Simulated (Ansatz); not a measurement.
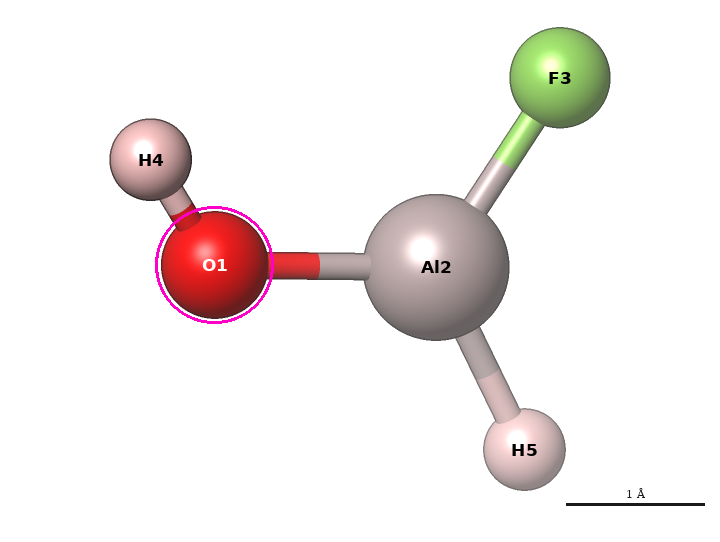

Orthographic view. Distant atoms are faded towards the background colour. The geometry was computed by an optimisation with PBE0-D4/def2-TZVP. No frequency run is at hand to confirm it as a minimum.

Which atoms are bonded to the circled atom?

Answer. The circled atom is O1; it is bonded to Al2, H4.

Which atom is farthest from the viewer?

Answer. H5, 0.7 Å behind the mean position.

Which two atoms are farthest apart in space?

Answer. H4 and H5, 3.69 Å.
